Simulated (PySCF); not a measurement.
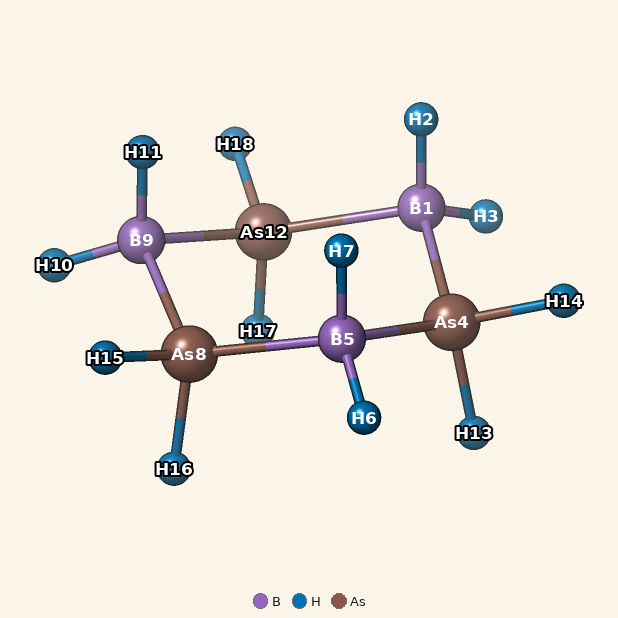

Atoms fade into the background with distance from the viewer. Computed geometry: PBE0-D3(BJ)/def2-SVP optimisation. No frequency run is at hand to confirm it as a minimum.

Q: How is the 6-membered ring B1–As4–B5–As8–B9–As12 puckered?

A: It is a chair (Cremer–Pople θ = 1°, folded into 0 to 90°). The Cremer–Pople amplitude Q is 0.69 Å.

Q: Give the torsion angles round the ring, beginning with the bond from its second to its third atom.

A: 51°, −51°, 52°, −52°, 51°, −50°.
